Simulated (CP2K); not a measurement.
Consider cyanooxirane at its PBE geometry (Å).

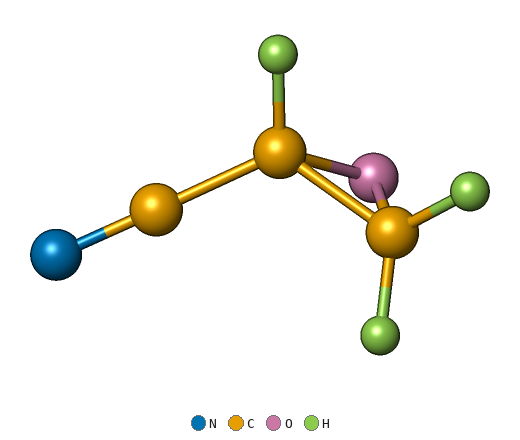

The molecule (nitrogen blue, carbon orange, oxygen pink, hydrogen green).

```xyz
8

N     2.5967   -0.3551   -0.2821
C     1.5065    0.0315   -0.1505
C     0.1561    0.5274    0.0004
C    -0.9901   -0.4111    0.0007
O    -0.5219    0.1795    1.2316
H     0.0041    1.5557   -0.3391
H    -0.7945   -1.4806   -0.1056
H    -1.9569   -0.0473   -0.3554
```

Method: CP2K XAS_TDP, all-electron GAPW, PBEh(45%), aug-cc-pVDZ, TDA, no relativity.

Predict the bright core excitations at the O K edge.

Leading lines: O5 529.97 eV. The leading line of an atom is its first one with 35 % of the strongest within 2.5 eV of its lowest line over the strength cut. 

The first six lines of each atom with a strength over 0.0015:

```tsv
atom	energy (eV)	states	strength, one atom
O5 (bonded to 2 C)	529.97	1	0.0405
	531.14	1	0.0385
	532.64	1	0.0017
	534.58	1	0.0109
	535.02	1	0.0036
	535.22	1	0.0049
```

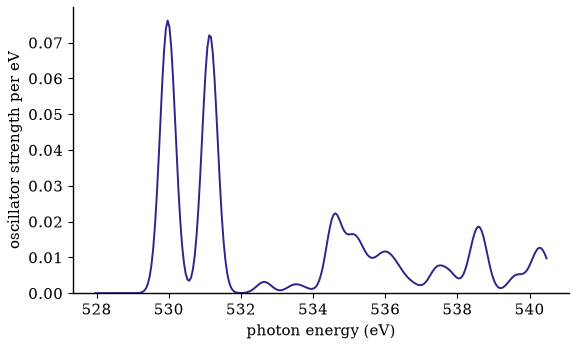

All atoms added, broadened by 0.5 eV.

Lines are vertical, at one geometry, with no vibrational structure. Without a correction of the core level, line positions, and the gaps between valence and Rydberg lines, follow the share of exact exchange. At this level such K lines come out 3 to 6 eV under measured ones. These values hold no scalar relativity, about 0.4 eV for O 1s. Rydberg lines, and the discretised continuum above threshold, depend on the basis and the box.

[Banner, clock and machine lines of the logs are left out without a mark of their own.]

[Logs are printed without paths, hosts, clocks, repeated set-up lines and the standing remarks that a program may print on its own settings, such as how far it seeks lower states.]

[Hosts, paths, dates, database ids (printed as entryN), source tags and the programs' standing remarks are cut or masked in the printed files.]
